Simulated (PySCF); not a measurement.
**CuNCl: structure of the quartet**

Where does quartet CuNCl go from a linear start, is the end point a minimum, and what are its modes, charges and moments?

Program: PySCF 2.14.0. Level of theory: PBE0, basis Cu def2-TZVP, N def2-TZVP, Cl def2-TZVP, no relativity, density fitting. These are calculated values, not measurements.

### 1 The system as given

3 atoms, charge 0, spin multiplicity 4.

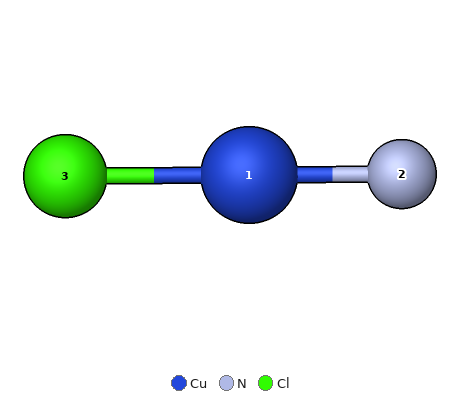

As it starts; copper blue, nitrogen light blue, chlorine green; atoms are numbered from 1 in the order of the file.

```xyz
3
charge 0 multiplicity 4
Cu    0.0000    0.0000    0.0000
N     0.0000    0.0000   -1.7500
Cl    0.0000    0.0000    2.1100
```

### 2 The SCF at the typed geometry

The steps below are one call of a driver around PySCF. For each, scf.py gives the equivalent set-up of the SCF; relaxations use the driver's own optimiser. After this first run the driver tries any further starts and a stability analysis.

File scf.py:

```python
from pyscf import gto, scf, dft
mol = gto.M(atom='''
Cu     0.000000     0.000000     0.000000
N      0.000000     0.000000    -1.750000
Cl     0.000000     0.000000     2.110000''',
    basis={'Cu': 'def2-TZVP', 'N': 'def2-TZVP', 'Cl': 'def2-TZVP'},
    charge=0, spin=3)
mf = dft.UKS(mol, xc='PBE0')
mf.grids.atom_grid = (50, 194)
aux = {'Cu': 'def2-universal-JKFIT', 'N': 'def2-universal-JKFIT', 'Cl': 'def2-universal-JKFIT'}
mf = mf.density_fit(auxbasis=aux)
mf.conv_tol = 1e-08
mf.diis_space = 10
mf.max_cycle = 60
mf.init_guess = 'minao'
mf.verbose = 4
mf.kernel()
```

Started as:

```
$ OMP_NUM_THREADS=4 python axn.py task.json out
```

What it wrote:

```text
init E= -2154.52355177362
[... the frontier-level lines of each cycle are left out ...]
cycle= 1 E= -2149.69177724774  delta_E= 4.83  |g|= 4.68  |ddm|= 1.62
cycle= 2 E= -2133.59828943716  delta_E= 16.1  |g|= 8.88  |ddm|= 7.73
cycle= 3 E= -2153.61251969593  delta_E=  -20  |g|=  2.7  |ddm|= 6.72
cycle= 4 E= -2154.29079145965  delta_E= -0.678  |g|= 1.41  |ddm|= 0.825
cycle= 5 E= -2154.87216387202  delta_E= -0.581  |g|= 0.609  |ddm|= 1.19
cycle= 6 E= -2154.92859094241  delta_E= -0.0564  |g|= 0.29  |ddm|= 0.427
cycle= 7 E= -2154.95824251976  delta_E= -0.0297  |g|= 0.0469  |ddm|= 0.197
cycle= 8 E= -2154.95962922989  delta_E= -0.00139  |g|= 0.0132  |ddm|= 0.0551
cycle= 9 E= -2154.95982542314  delta_E= -0.000196  |g|= 0.00549  |ddm|= 0.0228
cycle= 10 E= -2154.95991640777  delta_E= -9.1e-05  |g|= 0.00525  |ddm|= 0.0197
cycle= 11 E= -2154.95997105571  delta_E= -5.46e-05  |g|= 0.00349  |ddm|= 0.0171
cycle= 12 E= -2154.95999917092  delta_E= -2.81e-05  |g|= 0.000982  |ddm|= 0.0185
cycle= 13 E= -2154.96000065399  delta_E= -1.48e-06  |g|= 0.000381  |ddm|= 0.00385
cycle= 14 E= -2154.96000078915  delta_E= -1.35e-07  |g|= 9.52e-05  |ddm|= 0.00138
cycle= 15 E= -2154.96000079238  delta_E= -3.23e-09  |g|= 1.8e-05  |ddm|= 8.78e-05
Extra cycle  E= -2154.96000079227  delta_E= 1.03e-10  |g|= 3.12e-05  |ddm|= 3.67e-05
converged SCF energy = -2154.96000079227  <S^2> = 3.7609304  2S+1 = 4.0054615
```

This step, with its further starts and checks, needed 7.3 s of wall time on 4 threads of AMD EPYC 9R45 (Zen 5), shared host.

The starts that the driver tried:

```tsv
start	energy (Eh)
the minimal-basis guess	-2154.960001
a thermally smeared density	-2154.960001
a smeared PBE density	-2154.960001
```

The test of internal stability and the other starts found no lower solution of this spin.

### 3 Linear start, quartet: relaxation

The program finds C∞v symmetry in the start, which this walk keeps.

scf.py: that of step 2 with these lines changed.

```diff
@@ -3,3 +3,3 @@
-Cu     0.000000     0.000000     0.000000
-N      0.000000     0.000000    -1.750000
-Cl     0.000000     0.000000     2.110000''',
+Cu     0.000000     0.000000    -0.440377
+N      0.000000     0.000000    -2.190377
+Cl     0.000000     0.000000     1.669623''',
@@ -15 +14,0 @@
-mf.init_guess = 'minao'
```

Steps of the walk:

```tsv
step	energy (Eh)	change (kJ/mol)	largest symmetric gradient (Eh/bohr)
0	-2154.960001	0.00	0.00484
1	-2154.960040	-0.10	0.00204
2	-2154.960048	-0.12	0.00013
3	-2154.960048	-0.12	0.00007
```

The walk took 4 s.

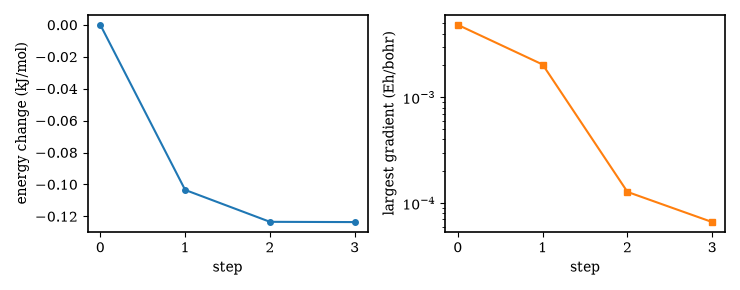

How energy and gradient fall.

End point (C∞v, 3 steps, 0.1 kJ/mol gained): Cu–Cl 2.097 Å, Cu–N 1.755 Å; Cl–Cu–N 180.0°.

### 4 Frequencies

The point is checked on the finer grid, and tightened if its gradient asks for it. The Hessian and the dipole derivatives come from central differences of analytic gradients, with steps of 0.02 bohr.

scf.py: that of step 3 with these lines changed.

```diff
@@ -3,3 +3,3 @@
-Cu     0.000000     0.000000    -0.440377
-N      0.000000     0.000000    -2.190377
-Cl     0.000000     0.000000     1.669623''',
+Cu     0.000000     0.000000    -0.435779
+N      0.000000     0.000000    -2.191147
+Cl     0.000000     0.000000     1.661657''',
@@ -9 +9 @@
-mf.grids.atom_grid = (50, 194)
+mf.grids.atom_grid = (75, 302)
@@ -12 +12 @@
-mf.conv_tol = 1e-08
+mf.conv_tol = 1e-10
```

This SCF starts from the last density.

SCF at the final geometry:

```text
init E= -2154.95997664749
[... the frontier-level lines of each cycle are left out ...]
cycle= 1 E= -2154.95997664751  delta_E= -2.09e-11  |g|= 6.12e-06  |ddm|= 9.5e-06
Extra cycle  E= -2154.95997664747  delta_E= 3.68e-11  |g|= 1.85e-05  |ddm|= 9.2e-06
converged SCF energy = -2154.95997664747  <S^2> = 3.760961  2S+1 = 4.0054767
```

The whole step took 18 s.

Geometry: C∞v; Cu–Cl 2.097 Å, Cu–N 1.755 Å; Cl–Cu–N 180.0°.

Modes, for the most abundant isotopes:

```json
{"symmetry": "π", "ω (cm⁻¹)": "59", "IR (km/mol)": "18.9"}
{"symmetry": "σ+", "ω (cm⁻¹)": "385", "IR (km/mol)": "29.0"}
{"symmetry": "σ+", "ω (cm⁻¹)": "601", "IR (km/mol)": "8.6"}
```

No imaginary mode, so this is a minimum.

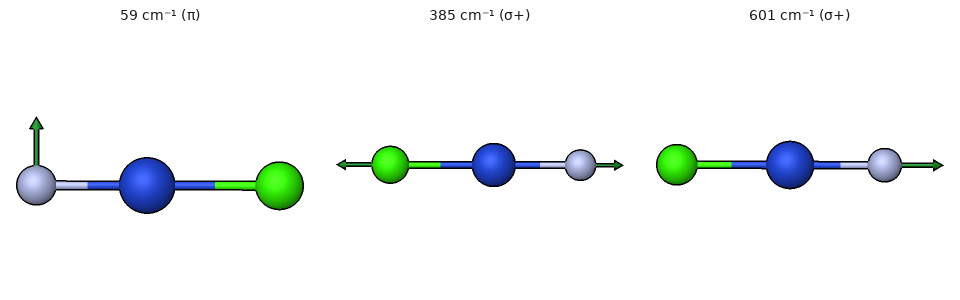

Displacements of 3 of the modes, as arrows (one member where a mode is degenerate).

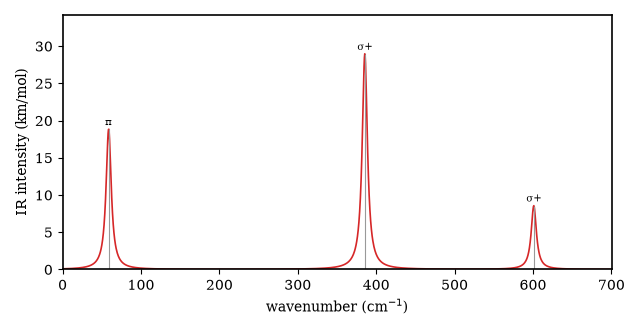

The harmonic infrared spectrum (widths in cm⁻¹). Lines are broadened to a width of 8 cm⁻¹ (Lorentzian).

Constants and moments:

* Dipole moment: 3.53 D
* Highest occupied level: -8.12 eV
* Lowest empty level: -5.31 eV
* Rotational constants: 0.09593 cm⁻¹
* Zero-point energy: 6.6 kJ/mol
* Principal polarisabilities: 26.8, 26.8, 73.8 bohr³
* Atomisation energy without zero-point energy: 458 kJ/mol
* Principal traceless quadrupole moments about the centre of mass: -4.73, 2.37, 2.37 D Å
* Entropy at 298.15 K and 1 bar (electronic part: spin only): 295.2 J/(mol K)
* Heat capacity Cp at 298.15 K: 56.2 J/(mol K)
* Enthalpy at 298.15 K above 0 K: 14.23 kJ/mol
* Rotational symmetry number: 1
* Spin squared ⟨S²⟩: 3.761

Populations by atom (charges in e):

```json
{"atom": "Cu1", "Mulliken": "0.45", "Löwdin": "-0.03", "polar tensor": "0.45", "spin (Mulliken)": "0.47", "Mayer order to Cu1": "–"}
{"atom": "N2", "Mulliken": "-0.06", "Löwdin": "0.07", "polar tensor": "0.10", "spin (Mulliken)": "2.50", "Mayer order to Cu1": "1.12"}
{"atom": "Cl3", "Mulliken": "-0.38", "Löwdin": "-0.04", "polar tensor": "-0.55", "spin (Mulliken)": "0.03", "Mayer order to Cu1": "1.02"}
```

Outer orbital energies (eV). α occupied: -10.89, -10.89, -10.33, -10.33, -10.24, -9.20, -8.12, -8.12; empty: -0.46, 2.11, 2.11, 3.02. β occupied: -11.16, -10.94, -10.94, -10.56, -10.56, -8.83, -8.13, -8.13; empty: -5.31, -3.90, -3.90, 0.12.

Mulliken populations on Cu1: s 6.58, p 12.32, d 9.65, f 0.00.

### 5 What came out

| quantity | value |
| --- | --- |
| minimum | quartet, C∞v |
| geometry | Cu–Cl 2.097 Å, Cu–N 1.755 Å; Cl–Cu–N 180.0° |
| wavenumbers (cm⁻¹) | 59 (π), 385 (σ+), 601 (σ+) |
| dipole moment | 3.53 D |
| highest occupied, lowest empty level (either spin) | -8.12, -5.31 eV |
| polar-tensor charge of Cu1 | +0.45 e |
| zero-point energy | 6.6 kJ/mol |
| entropy at 298.15 K | 295.2 J/(mol K) |
| atomisation energy (no zero-point energy) | 458 kJ/mol |
| ⟨S²⟩ | 3.761 |

What this shows: The molecule stays C∞v, as typed, and the end point is a minimum. In the infrared the band at 385 cm⁻¹ (σ+, stretch) leads. Most of the spin sits on N2 (Mulliken spin 2.50, against 3 for the whole molecule). Other starts or spin states, not run here, may lie lower. Open d and f shells are described by one determinant, and the ground state may have another occupation or spin.

The search up to here took 30 s.
